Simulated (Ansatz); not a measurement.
# BH2Cl (SMILES BCl): r2SCAN0/def2-TZVP

What is the vertical singlet–triplet gap of BH2Cl at r2SCAN0/def2-TZVP? 

Program for the calculation: Ansatz 0.2.0.

44 further runs of the same task are left out: 44 set aside as unsound or not needed.

## (1) The molecule

BH2Cl has 4 atoms, charge 0, and is taken as a singlet. As SMILES, `BCl`. Geometry: relaxed at PBE0-D4/def2-TZVP.

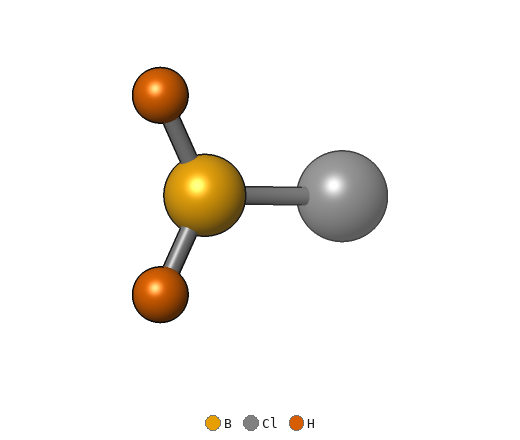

Viewed from a chosen angle; boron amber, chlorine grey, hydrogen orange.

## (2) A single-point energy at r2SCAN0/def2-TZVP

Input file run.yaml:

```yaml
basis:
  gaussian: {orbitals: def2-TZVP}
crystal:
  periodic: [false, false, false]
  atoms:
    - {symbol: B, position_ang: [-0.116700, 0.021700, -0.075300]}
    - {symbol: Cl, position_ang: [1.365000, -0.395300, 0.721200]}
    - {symbol: H, position_ang: [-1.106200, -0.559500, 0.240400]}
    - {symbol: H, position_ang: [-0.086600, 0.872800, -0.906600]}
hamiltonian: {xc: {name: r2SCAN0}}
accuracy: high
output: {orbitals: {seedname: orbitals}}
```

Run with:

```console
ansatz run run.yaml --threads 1 --pin off --max-ram 3480MiB --events-out events.jsonl --progress --plain --runs-dir runs
```

The log of the run:

```text
Warning: RAYON_NUM_THREADS=1 ignored (pool sized by the plan → 1); use --threads N
Functional definition: r2SCAN0
  name "r2SCAN0"
  parameter a = 0.25
  parameter k0 = 0.174
  parameter k1 = 0.065
  parameter a1 = 4.9479
  exchange = (1 - a)*r2scan_x(k0 = k0, k1 = k1, a1 = a1) + a*exact_x
  correlation = r2scan_c
1294 factors; integrals over basis functions are off by at most 4.0e-9 eV
mean field evaluation 1: about -13230.3935 eV, gradient 1.4e1 eV
mean field evaluation 2: about -13230.5575 eV, gradient 1.3e1 eV
mean field evaluation 4: about -13231.0458 eV, gradient 4.7e-1 eV
mean field evaluation 8: about -13231.0439 eV, gradient 2.4e-2 eV
mean field evaluation 16: about -13231.0439 eV, gradient 8.6e-7 eV
mean field -13231.04392139 eV, -486.2318957876 hartree, gradient 5.0e-9 eV, S^2 0.000000; 0 other end points of the search recorded, 0 dependent functions left out
reference -13231.04392196 eV, -486.2318958084 hartree; 12, 12 occupied and 68, 68 virtual orbitals, 1294 factors
Total energy: -13231.04392196 eV, -486.2318958084 hartree
```

It took 4.8 s on 1 thread of Arm Neoverse V2, shared host; peak memory 0.19 GiB.

## (3) The triplet

Input file input.yaml:

```yaml
crystal:
  periodic: [false, false, false]
  atoms:
    - {symbol: B, position_ang: [-0.116700, 0.021700, -0.075300]}
    - {symbol: Cl, position_ang: [1.365000, -0.395300, 0.721200]}
    - {symbol: H, position_ang: [-1.106200, -0.559500, 0.240400]}
    - {symbol: H, position_ang: [-0.086600, 0.872800, -0.906600]}
basis:
  gaussian:
    orbitals: def2-TZVP
magnetization:
  spin_polarized: true
  initial_magnetization: 2
hamiltonian:
  xc: {name: r2SCAN0}
accuracy: high
output:
  orbitals: {seedname: orbitals}
```

Run with:

```console
ansatz run input.yaml --threads 1 --pin off --max-ram 3480MiB --events-out events.jsonl --progress --plain --runs-dir runs
```

The log of the run (excerpt; [...] marks lines left out):

```text
Warning: RAYON_NUM_THREADS=1 ignored (pool sized by the plan → 1); use --threads N
[... 8 set-up lines as earlier in the session ...]
1294 factors; integrals over basis functions are off by at most 4.0e-9 eV
mean field evaluation 1: about -13222.8284 eV, gradient 2.3e1 eV
mean field evaluation 2: about -13219.4566 eV, gradient 3.3e1 eV
mean field evaluation 4: about -13226.4165 eV, gradient 1.1e0 eV
mean field evaluation 8: about -13226.5301 eV, gradient 1.6e-1 eV
mean field evaluation 16: about -13226.5304 eV, gradient 2.1e-4 eV
mean field -13226.53042839 eV, -486.0660279789 hartree, gradient 8.5e-8 eV, S^2 2.010970; 2 other end points of the search recorded, 0 dependent functions left out
reference -13226.53043066 eV, -486.0660280623 hartree; 13, 11 occupied and 67, 69 virtual orbitals, 1294 factors
Total energy: -13226.53043066 eV, -486.0660280623 hartree
```

Run time: 9.6 s. Hardware: 1 thread of Arm Neoverse V2, shared host; peak memory 0.29 GiB.

## (4) Summary of results

At r2SCAN0/def2-TZVP:

| quantity | value |
| --- | --- |
| singlet: total energy | -486.23190 Eh |
| singlet: HOMO energy | -8.84 eV |
| singlet: LUMO energy | -1.58 eV |
| singlet: HOMO–LUMO gap | 7.27 eV |
| triplet: total energy | -486.06603 Eh |
| triplet: HOMO energy (highest over α and β) | -4.63 eV |
| triplet: ⟨S²⟩ | 2.011 |
| vertical energy of the triplet above the singlet | 4.513 eV |

What this shows: At this shape the triplet lies 4.51 eV (104 kcal/mol) above the singlet.
